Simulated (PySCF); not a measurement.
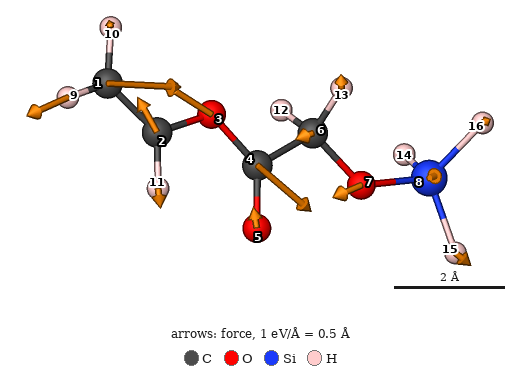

Starting geometry of C$_{4}$H$_{8}$O$_{3}$Si with the computed forces as orange arrows. A ball-and-stick model, seen from a free direction.

The start comes from GFN2-xTB. Its atoms were then displaced at random by about 0.01 Å.

The calculation used PySCF 2.14.0, density-fitted response routines, PBE0-D3(BJ)/def2-SVP geometry optimisation, gas phase. 

Q: What follows when this structure is relaxed?

A: It isn't relaxed: the largest force vector, on C1, is 3.38 eV/Å. The final displacements have little in common with the starting forces (cosine between the two patterns 0.25). After 8 geometry steps the energy has fallen by 27.4 kJ/mol. The atom that moves furthest after the best rigid fit is H15 (0.27 Å). Largest moves by element: H 0.27 Å, O 0.10 Å, C 0.07 Å, Si 0.02 Å. Among the contacts that change: C1–H9 1.037 → 1.090 Å, O3–C4 1.305 → 1.355 Å, O7–Si8 1.619 → 1.667 Å, C4–C6 1.551 → 1.511 Å. Bond angles that change, for instance: O7–Si8–H15 99.7° → 106.3°, H15–Si8–H16 114.9° → 110.7°, C6–O7–Si8 129.4° → 125.2°.
